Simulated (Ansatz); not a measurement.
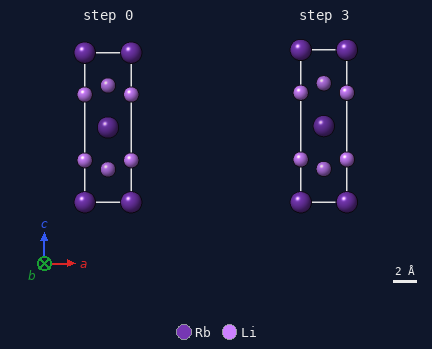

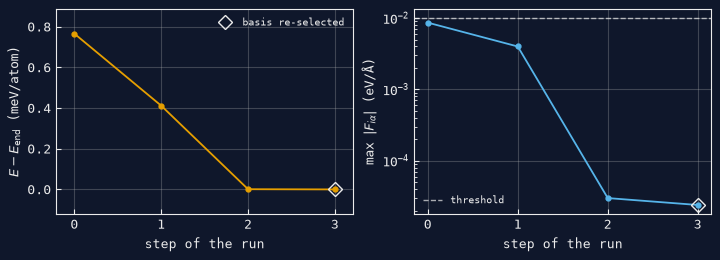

First and last geometry of a relaxation of crystalline RbLi₂ (built on the MoSi2 (C11b)_139 type), with the history of the run. Style: spheres-only. Shown: the conventional cell (2 times the calculation's cell), along the b axis. Lengths and directions refer to the drawn axes.

Case: MoSi2 (C11b) type (I4/mmm, No. 139).

All numbers below come from DFT PBE, scalar-relativistic, plane waves, PAW (Ansatz 0.2.0). Set-up: plane-wave cutoff 420 eV; k-point mesh 16 × 16 × 16; occupations gaussian; smearing width 0.1 eV; no spin polarisation; cell and atoms relaxed; force threshold 0.01 eV/Å; at most 80 steps.

Did the run converge, and what did it change?

It converged. The largest moves relative to the cell, 0.014 Å, are those of Li atoms. Rb stays in place. The drawn cell changes as follows: a = b 4.201 → 4.170 Å (−0.8 %), c 13.521 → 13.766 Å (+1.8 %); the volume changes by +0.3 %. Some distances before and after: Li–Rb 3.788 → 3.871 Å, Rb–Rb 4.201 → 4.170 Å, Li–Rb 4.202 → 4.215 Å, Li–Li 3.081 → 3.071 Å. The space group stays I4/mmm (No. 139). Over 2 accepted moves (3 points after the start) the energy falls by 0.8 meV per atom. The largest force component goes from 0.0086 to under 0.0001 eV/Å. The pressure goes from 0.01 to −0.01 GPa. At 1 point the geometry stayed and the basis and grid were re-selected for the new cell (energy shift of less than 0.05 meV per atom at most each time).
